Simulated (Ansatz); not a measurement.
**The cluster Al2Ga (doublet): one molecule under many settings**

Aim: run the cluster Al2Ga (doublet) under a spread of inputs, and see what each costs and gives.

The runs use Ansatz 0.2.0, Gaussian basis; the settings change from run to run.

## 1. The relaxed structure

An earlier B3LYP-D4 in a triple-zeta def2 set relaxation fixed the geometry.

3 atoms, charge 0, spin multiplicity 2.

Atoms are counted from 1 here; the program's logs count them from 0.

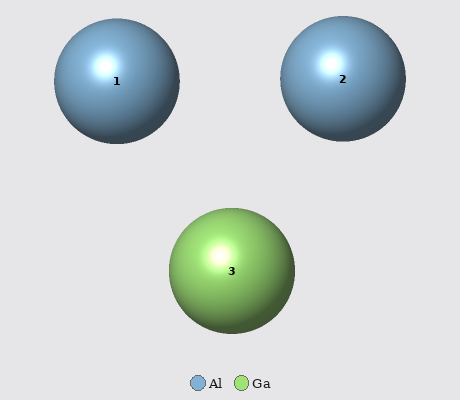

The geometry (aluminium light blue, gallium green); atoms are numbered from 1 in the order of the file.

## 2. BCCD(T)/cc-pVDZ

This run has charge -1, multiplicity 1, atoms shaken by 0.15 Å, correlated electrons set to all.

Input file in.yaml:

```yaml
crystal:
  periodic: [false, false, false]
  atoms:
    - {symbol: Al, position_ang: [1.403671, -0.915475, 0.242026]}
    - {symbol: Al, position_ang: [-0.916445, 0.315135, 0.937943]}
    - {symbol: Ga, position_ang: [-0.345272, 0.737527, -1.119931]}
basis:
  gaussian: {orbitals: cc-pVDZ}
total_charge: -1
hamiltonian: {xc: {name: HF}}
correlation: {method: bccd_t, electrons: all}
scf: {omitted_lower_state_checks: [starts]}
```

The run is started by

```sh
$ ansatz run in.yaml --threads 2 --pin off --events-out ev --progress --plain --max-ram 4352MiB
```

The program printed (excerpt; [...] marks lines left out):

```text
Functional definition: HF
  name "HF"
  cite "Fock, Z. Phys. 61, 126 (1930) doi:10.1007/BF01340294"
  parent pbe
[...]
688 factors; integrals over basis functions are off by at most 6.4e-4 eV
[...]
mean field -65497.49896858 eV, -2406.9886912959 hartree, gradient 9.6e-6 eV, S^2 0.000000; 2 other end points of the search recorded, 0 dependent functions left out; unrestricted orbitals would lower it
[...]
determinant -65497.49896858 eV, -2406.9886912959 hartree, with singles and doubles -65504.51014580 eV, -2407.2463473065 hartree
determinant -65495.86364483 eV, -2406.9285942568 hartree, with singles and doubles -65502.31954531 eV, -2407.1658442232 hartree
determinant -65494.72116481 eV, -2406.8866088904 hartree, with singles and doubles -65501.33348168 eV, -2407.1296070534 hartree
reference -65497.49896858 eV, -2406.9886912959 hartree; 29, 29 occupied and 34, 34 virtual orbitals, 688 factors
second order -6.43037849 eV of doubles, -0.00000000 eV of singles
cycle   1  -6.97123149 eV  change    4.0e-2 eV  update   1.3e-2
[...]
cycle  10  -6.97451681 eV  change    2.2e-5 eV  update   5.0e-5
perturbative correction -0.62159833 eV, -0.0228433174 hartree
Total energy: -65505.09508372 eV, -2407.2678433785 hartree
Checks for a lower state left out: starts
```

It took 8.5 s on 2 threads of Intel Xeon 6975P-C, shared host.

## 3. B3LYP/pcseg-2

This run has D4 dispersion.

Input file in.yaml:

```yaml
crystal:
  periodic: [false, false, false]
  atoms:
    - {symbol: Al, position_ang: [1.182177, -0.879177, 0.002364]}
    - {symbol: Al, position_ang: [-0.834283, 0.161435, 1.203106]}
    - {symbol: Ga, position_ang: [-0.347894, 0.717752, -1.205470]}
basis:
  gaussian: {orbitals: pcseg-2}
magnetization: {spin_polarized: true, initial_magnetization: 1}
hamiltonian: {xc: {name: B3LYP}, dispersion: d4}
scf: {omitted_lower_state_checks: [starts]}
```

Same command.

The program printed (excerpt; [...] marks lines left out):

```text
Functional definition: B3LYP
  name "B3LYP"
  cite "Stephens, Devlin, Chabalowski & Frisch, J. Phys. Chem. 98, 11623 (1994) doi:10.1021/j100096a001"
  cite "Becke, Phys. Rev. A 38, 3098 (1988) doi:10.1103/PhysRevA.38.3098"
  cite "Lee, Yang & Parr, Phys. Rev. B 37, 785 (1988) doi:10.1103/PhysRevB.37.785"
  cite "Vosko, Wilk & Nusair, Can. J. Phys. 58, 1200 (1980) doi:10.1139/p80-159"
[...]
749 factors; integrals over basis functions are off by at most 8.6e-4 eV
[...]
mean field -65574.18055723 eV, -2409.8066877021 hartree, gradient 6.8e-6 eV, S^2 0.768726; 0 other end points of the search recorded, 0 dependent functions left out
reference -65574.18074814 eV, -2409.8066947181 hartree; 29, 28 occupied and 82, 83 virtual orbitals, 749 factors
Total energy: -65574.36363100 eV, -2409.8134155394 hartree
Checks for a lower state left out: starts
```

It took 6 s on 2 threads of Intel Xeon 6975P-C, shared host.

⟨S²⟩ 0.769.

## 4. PBEsol/def2-SVP

Options: coordinates scaled by 1.25.

Input file in.yaml:

```yaml
crystal:
  periodic: [false, false, false]
  atoms:
    - {symbol: Al, position_ang: [1.477721, -1.098971, 0.002955]}
    - {symbol: Al, position_ang: [-1.042854, 0.201794, 1.503883]}
    - {symbol: Ga, position_ang: [-0.434867, 0.897190, -1.506838]}
basis:
  gaussian: {orbitals: def2-SVP}
magnetization: {spin_polarized: true, initial_magnetization: 1}
hamiltonian: {xc: {name: PBEsol}}
scf: {omitted_lower_state_checks: [starts]}
output: {forces: true}
```

Same command.

The program printed (excerpt; [...] marks lines left out):

```text
Functional definition: PBEsol
  name "PBEsol"
  cite "Perdew et al., Phys. Rev. Lett. 100, 136406 (2008) doi:10.1103/PhysRevLett.100.136406"
  cite "Perdew, Burke & Ernzerhof, Phys. Rev. Lett. 77, 3865 (1996) doi:10.1103/PhysRevLett.77.3865"
  parent pbesol
[...]
741 factors; their error is unknown
[...]
mean field -65477.50295531 eV, -2406.2538513619 hartree, gradient 1.9e-6 eV, S^2 1.398772; 0 other end points of the search recorded, 0 dependent functions left out
[...]
reference -65477.50298669 eV, -2406.2538525153 hartree; 29, 28 occupied and 39, 40 virtual orbitals, 741 factors
Total energy: -65477.50298669 eV, -2406.2538525153 hartree
Atom 0 at     1.477721    -1.098971     0.002955 Å, force    -0.986670     0.690180     0.112469 eV/Å
Atom 1 at    -1.042854     0.201794     1.503883 Å, force     0.753275    -0.206745    -0.926213 eV/Å
Atom 2 at    -0.434867     0.897190    -1.506838 Å, force     0.233395    -0.483435     0.813743 eV/Å
Dipole moment:    -0.004860     0.010582    -0.018298 e Å
Checks for a lower state left out: starts
```

Run time: 3.3 s. Hardware: 2 threads of Intel Xeon 6975P-C, shared host.

Largest force 1.212 eV/Å, dipole 0.10 D, ⟨S²⟩ 1.399. The spin excess of 0.65 shows a contaminated determinant.

## 5. PBE0/def2-TZVPD

Options: charge +1, multiplicity 1, D4 dispersion, the search for lower states set to light.

Input file in.yaml:

```yaml
crystal:
  periodic: [false, false, false]
  atoms:
    - {symbol: Al, position_ang: [1.182177, -0.879177, 0.002364]}
    - {symbol: Al, position_ang: [-0.834283, 0.161435, 1.203106]}
    - {symbol: Ga, position_ang: [-0.347894, 0.717752, -1.205470]}
basis:
  gaussian: {orbitals: def2-TZVPD}
total_charge: 1
hamiltonian: {xc: {name: PBE0}, dispersion: d4}
scf: {lower_state_search: light}
```

Same command.

The program printed:

```text
Functional definition: PBE0
  name "PBE0"
  cite "Adamo & Barone, J. Chem. Phys. 110, 6158 (1999) doi:10.1063/1.478522"
  cite "Perdew, Burke & Ernzerhof, Phys. Rev. Lett. 77, 3865 (1996) doi:10.1103/PhysRevLett.77.3865"
  parent pbe
  parameter a = 0.25
  parameter kappa = 0.804
  parameter beta = 0.06672455060314922
  exchange = (1 - a)*pbe_x(kappa = kappa, mu = beta*pi^2/3) + a*exact_x
  correlation = pbe_c(beta = beta)
1012 factors; their error is unknown
mean field evaluation 1: about -65547.5559 eV, gradient 2.7e1 eV
mean field evaluation 2: about -65547.2828 eV, gradient 2.8e1 eV
mean field evaluation 4: about -65550.2756 eV, gradient 2.1e0 eV
mean field evaluation 8: about -65550.2888 eV, gradient 1.5e-2 eV
mean field evaluation 16: about -65549.4609 eV, gradient 7.1e0 eV
mean field evaluation 32: about -65550.4765 eV, gradient 5.2e-1 eV
mean field -65550.48140504 eV, -2408.9357599230 hartree, gradient 3.0e-5 eV, S^2 0.000000; 4 other end points of the search recorded, 0 dependent functions left out
reference -65550.48143018 eV, -2408.9357608470 hartree; 28, 28 occupied and 112, 112 virtual orbitals, 1012 factors
Total energy: -65550.56734430 eV, -2408.9389181325 hartree
```

It took 6 s on 2 threads of Intel Xeon 6975P-C, shared host.

## 6. All runs side by side

| level | charge | multiplicity | geometry | functions | energy (eV) | time |
| --- | --- | --- | --- | --- | --- | --- |
| BCCD(T)/cc-pVDZ | -1 | 1 | shaken | 63 | -65505.095 | 8.5 s |
| B3LYP/pcseg-2 | 0 | 2 | relaxed | 111 | -65574.364 | 6 s |
| PBEsol/def2-SVP | 0 | 2 | scaled | 68 | -65477.503 | 3.3 s |
| PBE0/def2-TZVPD | 1 | 1 | relaxed | 140 | -65550.567 | 6 s |

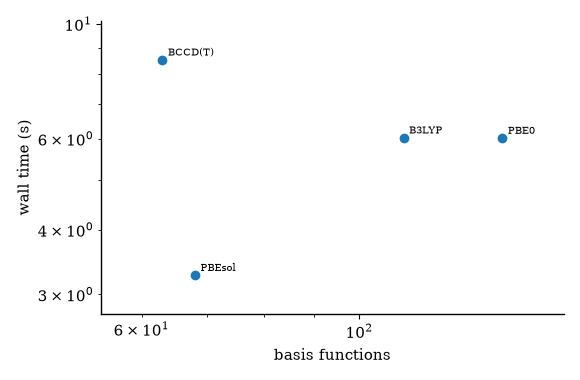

Wall time against the number of basis functions (shared host).

## 7. What came out

```
quantity                   value
    runs                       4
quickest  PBEsol/def2-SVP, 3.3 s
 slowest  BCCD(T)/cc-pVDZ, 8.5 s
```

The runs differ in state or geometry as well as level, so their energies can't be set against each other. BCCD(T)/cc-pVDZ took 3 times as long as PBEsol/def2-SVP. The jobs differ in tasks and options as well as level.
